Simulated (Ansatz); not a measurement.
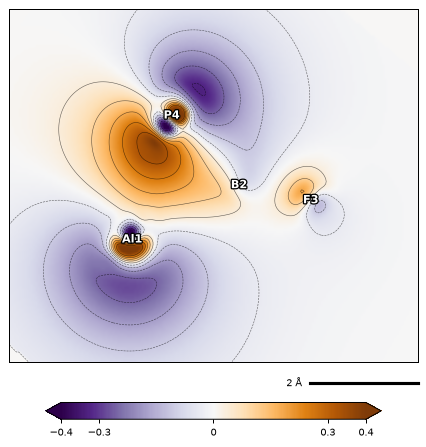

AlBFP (SMILES F[B-]1=[P][Al]1) (charge −1, doublet). The HOMO (β) on the molecular plane (values in Å⁻³ᐟ²; the overall sign is arbitrary).

Geometry: BLYP-D3(BJ)/def2-SVPD.

These are results of isolated molecule in a Gaussian basis; Kohn-Sham density functional theory, functional PBE0 (Ansatz 0.2.0), not measurements.

Question: Where does this orbital lie, and at what energy?

Answer: Its weight (Hirshfeld) is mainly on Al1 (about 60 %), P4 (about 35 %) and B2 (about 5 %); it is symmetric in the molecular plane (an in-plane orbital: σ, lone-pair or in-plane π type). Its energy is −0.71 eV.
